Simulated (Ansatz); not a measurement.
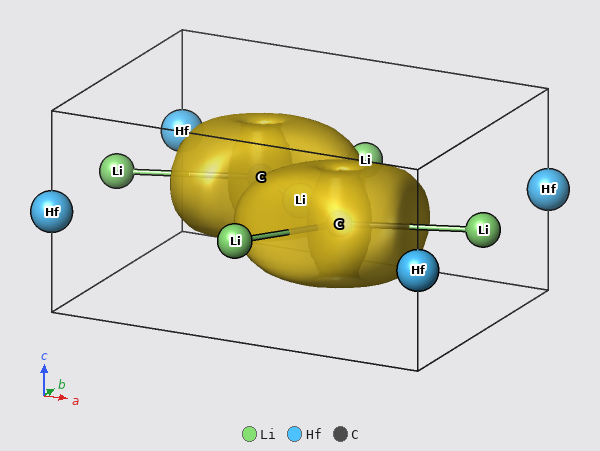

The picture shows: Li3HfC2. Isosurface of the ELF at 0.7 (yellow), seen slightly off an axis. Core shells and regions of very low density are left out. Sticks mark near contacts.

Space group P6/mmm; a structure generated by program, which may or may not match a known phase; computed without spin polarisation.

The calculation used DFT PBE, scalar-relativistic, plane waves, PAW (Ansatz).

Core electrons are frozen (PAW), and the valence fields are smoothed inside the atomic spheres.

**Describe the localisation domains.**

The surface consists of two regions wrapped around C (the valence shell of each), counted in one cell of 6 atoms. Any copies at cell faces, edges or corners count once. Along the contacts the grid gives the following. Li–C (1.87 Å): the ELF peaks at about 0.90 in the valence shell of C, 0.7 Å from its nucleus, and is about 0.70 at the midpoint. Hf–Hf (2.57 Å): the ELF is about 0.25 at the midpoint (no shared electron pair shows on this line).
